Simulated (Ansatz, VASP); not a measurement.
# Cross-check of SiW between VASP and Ansatz, part 2 of 2

Wanted: the spread between two codes on one cell, functional and k mesh. The cell is invented: As first built, before any earlier steps moved the atoms (in the runner's words): it takes the WC structure with some of its atoms replaced by other elements, volume scaled by an estimate. It may not be a known or stable phase. The cell is taken from a series of VASP runs on this material, whose earlier steps may have relaxed, scaled or displaced it; both programs get it as it stands. Other levels of theory on this material are compared in a session of their own. Valence electrons are named where the data sets of a main pair hold unlike numbers.

VASP 6.6.1 and Ansatz 0.2.0.

So far. Step 2 (VASP: band structure, PBE): The run ends at a pressure of 0.59 GPa.

## 6. VASP: band structure, PBEsol

Level of this step: PBEsol; plane waves and PAW (W, Si); invented cell (VASP).

The same cell, functional, mesh and smearing now go to VASP, with its own data sets.

The input, INCAR:

```
SYSTEM = SiW
PREC = Accurate
ENCUT = 400
EDIFF = 1E-06
NELM = 100
ISMEAR = 0
SIGMA = 0.02
LREAL = .FALSE.
ALGO = Normal
GGA = PS
LORBIT = 11
LWAVE = .FALSE.
LCHARG = .FALSE.
KPAR = 4
```

The input, POSCAR:

```
SiW
1.0
    3.1462339355     -0.0000000082      0.0000000000
   -1.5731174854      2.7247182678      0.0000000000
    0.0000000000      0.0000000000      3.4999919662
W Si
1 1
Direct
    0.0000000000      0.0000000000      0.0000000000
    0.6666666700      0.3333333300      0.5000000000
```

The input, KPOINTS:

```
Automatic mesh
0
Gamma
5 5 4
0 0 0
```

The input, KPOINTS_OPT:

```
Line mode
16
Line-mode
Reciprocal
  0.00000000   0.00000000   0.00000000 GAMMA
  0.50000000   0.00000000   0.00000000 M

  0.50000000   0.00000000   0.00000000 M
  0.33333333   0.33333333   0.00000000 K

  0.33333333   0.33333333   0.00000000 K
  0.00000000   0.00000000   0.00000000 GAMMA

  0.00000000   0.00000000   0.00000000 GAMMA
  0.00000000   0.00000000   0.50000000 A

  0.00000000   0.00000000   0.50000000 A
  0.50000000   0.00000000   0.50000000 L

  0.50000000   0.00000000   0.50000000 L
  0.33333333   0.33333333   0.50000000 H

  0.33333333   0.33333333   0.50000000 H
  0.00000000   0.00000000   0.50000000 A

  0.50000000   0.00000000   0.50000000 L
  0.50000000   0.00000000   0.00000000 M

  0.33333333   0.33333333   0.00000000 K
  0.33333333   0.33333333   0.50000000 H
```

The projector-augmented-wave data sets are W and Si (PBE family, release 64).

Run with:

```sh
mpirun -np 4 vasp_std
```

Numbers of over 12 decimals in the logs are rounded to 6 here.

What it wrote:

```text
[banner, memory and clock lines left out]
running    4 mpi-ranks, on    1 nodes
[...]
|                                                                             |
|               ----> ADVICE to this user running VASP <----                  |
|                                                                             |
|     You enforced a specific xc type in the INCAR file but a different       |
|     [... a line on the potential file left out ...]
|     I HOPE YOU KNOW WHAT YOU ARE DOING!                                     |
|                                                                             |

 LDA part: xc-table for (Slater+PW92), standard interpolation
 POSCAR, INCAR and KPOINTS ok, starting setup
[...]
entering main loop
       N       E                     dE             d eps       ncg     rms          rms(c)
DAV:   1     0.976582072102E+01    0.97658E+01   -0.39531E+03   286   0.769E+02
DAV:   2    -0.201221339999E+02   -0.29888E+02   -0.28988E+02   390   0.160E+02
[...]
DAV:  11    -0.198303896541E+02    0.81511E-05   -0.64298E-05   359   0.494E-02    0.183E-02
DAV:  12    -0.198303872403E+02    0.24138E-05   -0.78080E-06   303   0.174E-02    0.777E-03
DAV:  13    -0.198303869444E+02    0.29589E-06   -0.29677E-07   148   0.481E-03
   1 F= -.19830387E+02 E0= -.19830055E+02  d E =-.663706E-03
 Start KPOINTS_OPT (optional k-point list driver)
k-point batch [1-15\144]
       N       E                     dE             ncg
DAV:   1     0.121493023413E+04   -0.10567E+04      270
DAV:   2     0.673745214859E+03   -0.54119E+03      379
DAV:   3     0.655545728976E+03   -0.18199E+02      357
DAV:   4     0.655341772509E+03   -0.20396E+00      396
DAV:   5     0.655340054306E+03   -0.17182E-02      364
DAV:   6     0.655340024111E+03   -0.30195E-04      371
DAV:   7     0.655340023235E+03   -0.87672E-06      374
[...]
k-point batch [136-144\144]
       N       E                     dE             ncg
DAV:   1     0.283782900970E+04   -0.31080E+04      170
DAV:   2     0.258121901426E+04   -0.25661E+03      190
DAV:   3     0.257428066250E+04   -0.69384E+01      221
DAV:   4     0.257422089162E+04   -0.59771E-01      243
DAV:   5     0.257422082229E+04   -0.69337E-04      230
DAV:   6     0.257422082207E+04   -0.22139E-06      248
```

Parts of OUTCAR (step 6):

```text
  Total       -0.9687732     -0.9687731     -0.7547049      0.0000002      0.0000000      0.0000000
  in kB      -51.7312603    -51.7312507    -40.3002822      0.0000100      0.0000000      0.0000000
  external PRESSURE =     -47.9209311 kB  Pullay stress =       0.0000000 kB

 POSITION                                       TOTAL-FORCE (eV/Angst)
 -----------------------------------------------------------------------------------
      0.00000      0.00000      0.00000         0.000000      0.000000      0.000000
      1.57312      0.90824      1.75000        -0.000000      0.000000      0.000000
 -----------------------------------------------------------------------------------
    total drift:                               -0.000001      0.000001     -0.000000

  FREE ENERGIE OF THE ION-ELECTRON SYSTEM (eV)
  ---------------------------------------------------
  free  energy   TOTEN  =       -19.8303869444 eV

  energy  without entropy=      -19.8297232384  energy(sigma->0) =      -19.83005509

[... 2 parts as in an earlier step ...]

[... 1 further part left out ...]
[key lines of the parts left out:]
E-fermi :   8.3915
```

At this level the cell is under a tension of 4.8 GPa, so at these settings it is away from equilibrium.

## 7. Comparison

What differs besides the data sets and the points named for the pairs above, as far as they apply: the data sets hold 18 valence electrons in Ansatz (on its default PAW (the set named soft_2) files) and 10 in VASP; Ansatz makes its cores anew for this functional, VASP keeps those of its PBE data sets. Total energies have different zeros and are not compared.

Both answers:

```
      quantity  Ansatz   VASP  difference
pressure (GPa)   -4.26  -4.79       +0.53
```

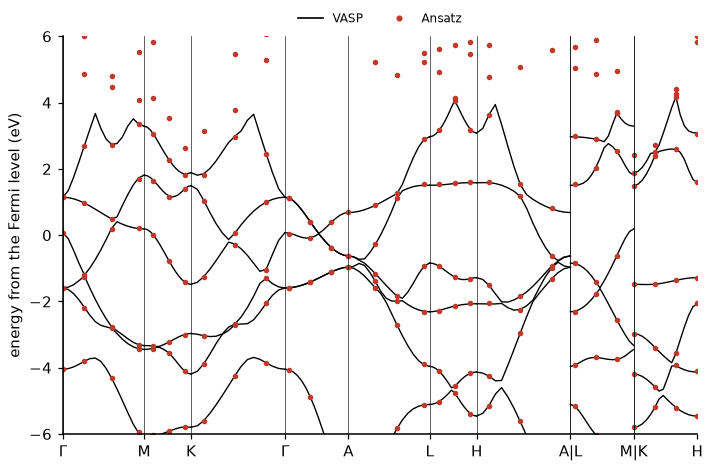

Bands from VASP (lines) and levels from Ansatz (dots). Dots without a line are higher empty bands that the VASP plot leaves out.

Levels from 3 eV below to 2 eV above the Fermi level differ by 13 meV r.m.s. and 28 meV at most; each VASP level is matched to the nearest of Ansatz, which flatters the figure a little.

## 8. Ansatz: band structure, PBE, spin-orbit coupling

With cell and atoms fixed, the geometry can't cause a difference; cores, projectors, grids and the points listed under the comparison can.

The cell is taken from a series of VASP runs on this material, whose earlier steps may have relaxed, scaled or displaced it; both programs get it as it stands.

The input, input.yaml:

```yaml
crystal:
  lattice:
    - [3.1462339355, -8.2e-09, 0.0]
    - [-1.5731174854, 2.7247182678, 0.0]
    - [0.0, 0.0, 3.4999919662]
  atoms:
    - { symbol: W, position: [0.0, 0.0, 0.0] }
    - { symbol: Si, position: [0.66666667, 0.33333333, 0.5] }
hamiltonian:
  xc: pbe
  pseudopotentials: { kind: paw_fr }
magnetization:
  noncollinear: true
  spin_orbit: true
kpoints:
  mp_grid: { grid: [6, 6, 5] }
  band_path:
    path:
      - [0.0, 0.0, 0.0]
      - [0.13333, 0.0, 0.0]
      - [0.3, 0.0, 0.0]
      - [0.46667, 0.0, 0.0]
      - [0.46667, 0.06667, 0.0]
      - [0.41111, 0.17778, 0.0]
      - [0.35556, 0.28889, 0.0]
      - [0.28889, 0.28889, 0.0]
      - [0.17778, 0.17778, 0.0]
      - [0.06667, 0.06667, 0.0]
      - [0.0, 0.0, 0.03333]
      - [0.0, 0.0, 0.2]
      - [0.0, 0.0, 0.36667]
      - [0.0, 0.0, 0.5]
      - [0.16667, 0.0, 0.5]
      - [0.3, 0.0, 0.5]
      - [0.46667, 0.0, 0.5]
      - [0.46667, 0.06667, 0.5]
      - [0.41111, 0.17778, 0.5]
      - [0.35556, 0.28889, 0.5]
      - [0.28889, 0.28889, 0.5]
      - [0.17778, 0.17778, 0.5]
      - [0.06667, 0.06667, 0.5]
      - [0.5, 0.0, 0.46667]
      - [0.5, 0.0, 0.3]
      - [0.5, 0.0, 0.13333]
      - [0.33333, 0.33333, 0.0]
      - [0.33333, 0.33333, 0.16667]
      - [0.33333, 0.33333, 0.33333]
      - [0.33333, 0.33333, 0.5]
    npoints: 1
scf:
  occupations: { method: gaussian, width: 0.02 }
  n_extra_bands: 14
output:
  forces: true
  stress: true
  eigenvalues: true
  write_density: true
  write_potential: true
  elf: true
  volumetric_format: npy
```

Run with:

```sh
ansatz run input.yaml --threads 2 --pin off --max-ram 4608MiB --backend cpu --events-out ev --progress --plain --runs-dir out
```

What it wrote:

```text
[...]
non-collinear run that drives no moment, with spin-orbit: no starting moment large enough to seed its density (crystal.atoms[].spin), no starting occupations that ask for one, no magnetisation constraint and no magnetic field, so the semilocal B_xc is pinned to zero
Crystal: 2 atoms, lattice volume = 30.004 Å³
[...]
k-point 1: bands = [... 14 lower, 15.4752, 15.4752, 16.4131, 16.4131, 17.0699, 17.0699, 17.1776, 17.3159, ... 10 higher]
  k-point 2: bands = [... 14 lower, 15.8107, 15.8107, 16.0474, 16.0474, 16.2964, 16.4241, 17.2937, 17.2937, ... 10 higher]
  k-point 20: bands = [... 14 lower, 13.7653, 13.9010, 15.3456, 15.3522, 18.9621, 18.9816, 19.9451, 19.9491, ... 10 higher]
[key lines of the parts left out:]
SCF converged after 7 iterations
Magnetization: |M| = 0.0000 μB,  M = (+0.0000, +0.0000, +0.0000) μB
Free energy (F): -11045.433684 eV
Fermi energy:    16.486085 eV
P = ⅓ Tr σ = 0.7571 GPa (7.571 kbar)
```

It took 11 s on 2 threads of Arm Neoverse N1, shared host; peak memory 0.37 GiB.

## 9. VASP: band structure, PBE, spin-orbit coupling

The same cell, functional, mesh and smearing now go to VASP, with its own data sets.

INCAR, as its differences from that of step 6:

```diff
@@ -9,3 +9,10 @@
 ALGO = Normal
-GGA = PS
+GGA = PE
+LNONCOLLINEAR = .TRUE.
+MAGMOM = 0 0 0 0 0 0
+NBANDS = 22
+GGA_COMPAT = .FALSE.
+LASPH = .TRUE.
+LSORBIT = .TRUE.
+LMAXMIX = 4
 LORBIT = 11
```

POSCAR is that of step 6.

The input, KPOINTS:

```
Automatic mesh
0
Gamma
6 6 5
0 0 0
```

KPOINTS_OPT is that of step 6.

Run with:

```sh
mpirun -np 4 vasp_ncl
```

What it wrote:

```text
[... set-up lines as in an earlier step ...]
 entering main loop
       N       E                     dE             d eps       ncg     rms          rms(c)
DAV:   1     0.160902401893E+02    0.16090E+02   -0.35090E+03  1336   0.634E+02
DAV:   2    -0.182576452498E+02   -0.34348E+02   -0.31694E+02  1630   0.163E+02
DAV:   3    -0.198135729576E+02   -0.15559E+01   -0.15216E+01  1734   0.287E+01
DAV:   4    -0.198284123646E+02   -0.14839E-01   -0.14827E-01  1556   0.325E+00
[...]
DAV:  11    -0.187929928798E+02   -0.23760E-05   -0.55054E-05  1540   0.500E-02    0.103E-02
DAV:  12    -0.187929909163E+02    0.19635E-05   -0.47283E-06  1518   0.169E-02    0.838E-03
DAV:  13    -0.187929905307E+02    0.38556E-06   -0.15972E-07   882   0.317E-03
   1 F= -.18792991E+02 E0= -.18792812E+02  d E =-.357466E-03  mag=    -0.0000    -0.0000     0.0000
 Start KPOINTS_OPT (optional k-point list driver)
k-point batch [1-30\144]
       N       E                     dE             ncg
DAV:   1     0.246532694379E+04   -0.41563E+04     1320
DAV:   2     0.136628973585E+04   -0.10990E+04     1586
DAV:   3     0.131336055566E+04   -0.52929E+02     1658
DAV:   4     0.131279359915E+04   -0.56696E+00     1566
DAV:   5     0.131278667183E+04   -0.69273E-02     1638
DAV:   6     0.131278655255E+04   -0.11928E-03     1620
DAV:   7     0.131278655066E+04   -0.18920E-05     1474
DAV:   8     0.131278655059E+04   -0.73417E-07     1128
[...]
k-point batch [121-144\144]
       N       E                     dE             ncg
DAV:   1     0.402672420229E+04   -0.66728E+04     1064
DAV:   2     0.322166694570E+04   -0.80506E+03     1320
DAV:   3     0.319016497809E+04   -0.31502E+02     1266
DAV:   4     0.318992115774E+04   -0.24382E+00     1200
DAV:   5     0.318991841666E+04   -0.27411E-02     1224
DAV:   6     0.318991837070E+04   -0.45953E-04     1292
DAV:   7     0.318991837007E+04   -0.63277E-06     1048
```

Parts of OUTCAR (step 9):

```text
  Total       -0.0796691     -0.0796690      0.1736792      0.0000000     -0.0000000      0.0000000
  in kB       -4.2542267     -4.2542260      9.2742470      0.0000008     -0.0000000      0.0000000
  external PRESSURE =       0.2552648 kB  Pullay stress =       0.0000000 kB

 POSITION                                       TOTAL-FORCE (eV/Angst)
 -----------------------------------------------------------------------------------
      0.00000      0.00000      0.00000         0.000000     -0.000000      0.000000
      1.57312      0.90824      1.75000        -0.000000      0.000000      0.000000
 -----------------------------------------------------------------------------------
    total drift:                               -0.000001      0.000001     -0.000000

  FREE ENERGIE OF THE ION-ELECTRON SYSTEM (eV)
  ---------------------------------------------------
  free  energy   TOTEN  =       -18.7929905307 eV

  energy  without entropy=      -18.7926330645  energy(sigma->0) =      -18.79281180

 magnetization (x)
# of ion       s       p       d       tot
------------------------------------------
    1        0.000   0.000   0.000   0.000
    2        0.000   0.000   0.000   0.000
--------------------------------------------------
tot          0.000   0.000   0.000   0.000

 magnetization (y)
# of ion       s       p       d       tot
------------------------------------------
    1        0.000  -0.000   0.000   0.000
    2        0.000   0.000   0.000   0.000
--------------------------------------------------
tot          0.000   0.000   0.000   0.000

 magnetization (z)
# of ion       s       p       d       tot
------------------------------------------
    1        0.000   0.000  -0.000  -0.000
    2       -0.000   0.000   0.000  -0.000
--------------------------------------------------
tot         -0.000   0.000  -0.000  -0.000

[... 1 part as in an earlier step ...]

[... 2 further parts left out ...]
[key lines of the parts left out:]
E-fermi :   8.3563
```

The run ends at a pressure of 0.03 GPa.

## 10. Side by side

What differs besides the data sets and the points named for the pairs above, as far as they apply: spin-orbit coupling enters by fully relativistic files in Ansatz and inside the spheres in VASP; the data sets hold 18 valence electrons in Ansatz (on its fully relativistic PAW (standard-fr) files) and 10 in VASP. Total energies have different zeros and are not compared.

Compared:

| quantity | Ansatz | VASP | difference |
| --- | --- | --- | --- |
| pressure (GPa) | 0.76 | 0.03 | +0.73 |

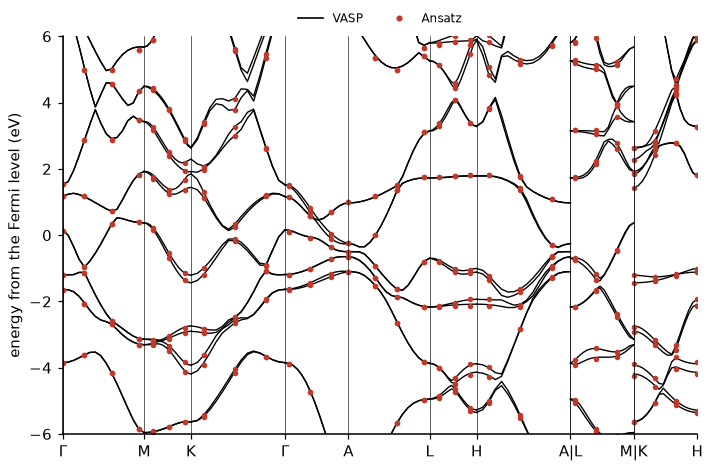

Bands from VASP (lines) and levels from Ansatz (dots). Dots without a line are higher empty bands that the VASP plot leaves out.

Levels from 3 eV below to 2 eV above the Fermi level differ by 16 meV r.m.s. and 46 meV at most; each VASP level is matched to the nearest of Ansatz, which flatters the figure a little.

## 11. Results

* r.m.s. difference of levels near the Fermi level (band structure, PBE): 12 meV
* difference in pressure (band structure, PBE): 0.84 GPa
* r.m.s. difference of levels near the Fermi level (band structure, PBEsol): 13 meV
* difference in pressure (band structure, PBEsol): 0.53 GPa
* r.m.s. difference of levels near the Fermi level (band structure, PBE, spin-orbit coupling): 16 meV
* difference in pressure (band structure, PBE, spin-orbit coupling): 0.73 GPa

In words: The difference in pressure is 0.84 GPa (band structure, PBE), within the 1 GPa picked in this series as the mark of a large difference. The data sets hold unlike numbers of valence electrons (18 in Ansatz and 10 in VASP), so part of the differences comes from the potentials. 5 further runs of this series are not shown here. Such differences can come from data sets, numerical settings and the points named under the comparisons, not from the functional's error against experiment.

[Lines on the potential files, build, host, timing and source positions are cut from VASP's logs without a mark.]

[Logs are printed without paths, hosts, clocks, repeated set-up lines and the standing remarks that a program may print on its own settings, such as how far it seeks lower states.]

[Hosts, paths, dates, database ids (printed as entryN), source tags and the programs' standing remarks are cut or masked in the printed files.]
